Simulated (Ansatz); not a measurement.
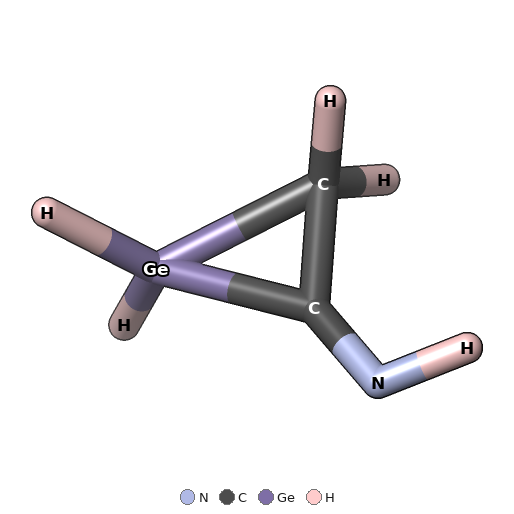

Count the atoms of each element.

C2H5GeN, 9 atoms: 2 carbon, 5 hydrogen, 1 germanium and 1 nitrogen.

Name functional groups in it.

Among them: imine.

How many sets of symmetry-equivalent atoms are there?

7: 1 N, 1 C, 1 C, 1 Ge, 1 H, 2 H, 2 H.

Write the SMILES.

[H]/N=[C]1\[CH2][GeH2]1

More results for the same structure follow; atom numbers are the same in all pictures, views and colours differ. The computed structure is the end point of a PBE0-D4/def2-TZVP optimisation.

**Geometry**

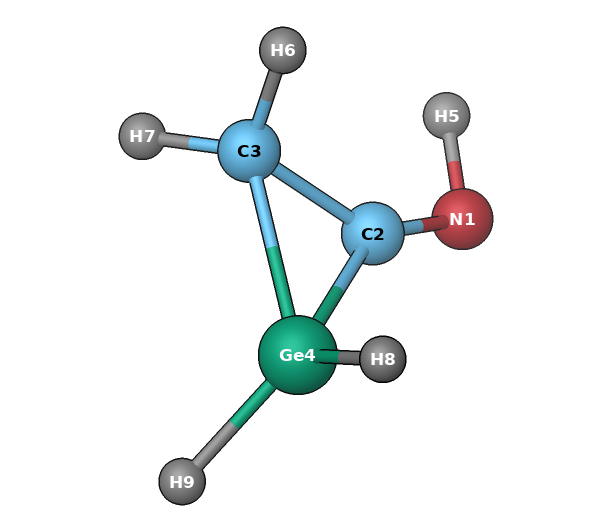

Atoms carry their numbers in the input.

Describe the coordination of atom 1.

N1 has 2 neighbours (C2 at 1.25, H5 at 1.03 Å); the arrangement is bent.

Which bond is the longest?

C3–Ge4, 1.989 Å.

What is the dihedral angle N1–C2–C3–Ge4?

180° in size, that is anti.

**Charges**

The questions are on Mulliken charges. Level of theory: RKS PBE-D4/def2-TZVPP (Ansatz 0.2.0).

Which atom carries the highest charge (most positive or least negative)?

H5 (0.15 e).

And the lowest?

C3 (−0.19 e).

List the Mulliken charges.

```csv
atom,value (e)
N1,−0.18
C2,−0.08
C3,−0.19
Ge4,0.08
H5,0.15
H6,0.10
H7,0.10
H8,0.01
H9,0.01
```

**Vibrations**

Harmonic vibrations computed with RKS PBE0-D4/def2-TZVP (Ansatz 0.2.0) at a stationary point of the same level.

How many vibrational modes are there, and where do they lie?

21 modes: 103, 324, 412, 473, 482, 559, 593, 722, 820, 849, 931, 954, 1062, 1234, 1379, 1790, 2183, 2206, 3101, 3186, 3368 cm⁻¹.

**Levels of theory compared**

Program: Ansatz 0.2.0.

Tabulate HOMO–LUMO gap (eV), HOMO energy (eV), dipole (D) at these levels: B3LYP-D4/def2-TZVPP; PBE-D4/def2-TZVPP; r2SCAN-D4/def2-TZVPP; ωB97M-V/def2-TZVPP.

| level | HOMO–LUMO gap (eV) | HOMO energy (eV) | dipole (D) |
| --- | --- | --- | --- |
| B3LYP-D4/def2-TZVPP | 5.42 | −6.44 | 2.19 |
| PBE-D4/def2-TZVPP | 3.58 | −5.45 | 2.11 |
| r2SCAN-D4/def2-TZVPP | 4.00 | −5.68 | 2.19 |
| ωB97M-V/def2-TZVPP | 10.18 | −8.78 | 2.20 |

Mulliken values depend strongly on the basis set and can even reverse the polarity of a bond.
